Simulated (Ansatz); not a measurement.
Where the default PAW files enter, the runs use the earlier of Ansatz's two default sets.

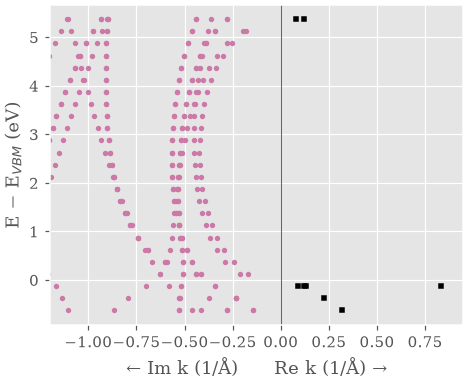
Fig. 1. Complex bands at the centre of the two-dimensional zone; r2SCAN (Ansatz, a quantum-chemistry and plane-wave program)

No gap correction and no spin-orbit coupling; mid-gap values are interpolated between computed energies.

Problem. This is HfO$_{2}$ (P4_2/nmc, 6 atoms a cell, 10.9 Å³ an atom, 4 GPa at this level) along the normal of (100). Read off the slowest decay at the centre of the two-dimensional zone at 2.62 eV, the computed energy nearest the middle of the gap.

Solution. κ ≈ 0.42 1/Å, a decay length 1/(2κ) of the density of 1.2 Å.
